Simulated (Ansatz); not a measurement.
**Thickness series in SiC**

The reference is SiC in the wurtzite structure (space group P6_3mc, No. 186; a = 3.0755 Å, c = 5.0486 Å). Axes: x lies along a and z along c of the hexagonal cell.

Free-standing slabs (4 atom(s) a layer) normal to the y axis with 15 Å of vacuum; in-plane cell held at bulk.

Calculations: Ansatz (a first-principles code) r2SCAN, without spin-orbit coupling, earlier PAW set.

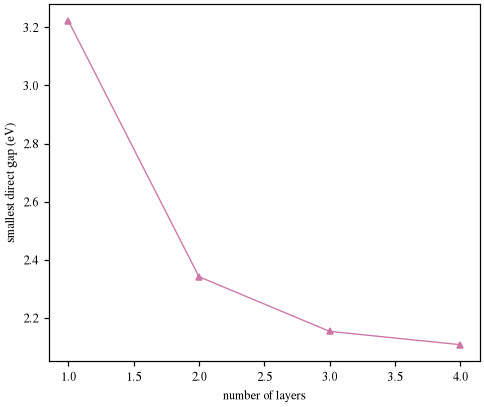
Figure. Smallest direct gap against number of layers

```json
[
 {"number of layers": "1", "smallest direct gap": "3.22 eV"},
 {"number of layers": "2", "smallest direct gap": "2.34 eV"},
 {"number of layers": "3", "smallest direct gap": "2.15 eV"},
 {"number of layers": "4", "smallest direct gap": "2.11 eV"}
]
```

Stability against distortions was not tested.
